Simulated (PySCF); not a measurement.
Trans-dichloroethylene, C₂H₂Cl₂, SMILES C(/Cl)=C\Cl at its PBE0/def2-SVP optimised geometry (Å):

```
6

Cl    -0.3663     2.1165     0.0000
C      0.3630     0.5589     0.0000
C     -0.3630    -0.5588     0.0000
Cl     0.3659    -2.1165     0.0001
H      1.4552     0.5589     0.0000
H     -1.4552    -0.5587     0.0000
```

Computed with PBE0/def2-TZVP in PySCF. Cells within 0.4 Å of a nucleus heavier than hydrogen are left out (blank, or x).

Map of the log10 of the electron density (e/bohr³), floored at −4 on the plane z = 0.0 Å:

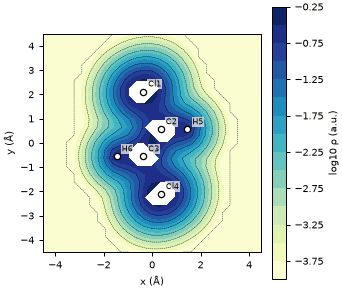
Figure. Log10 of the electron density (e/bohr³), floored at −4 on the plane z = 0.0 Å.
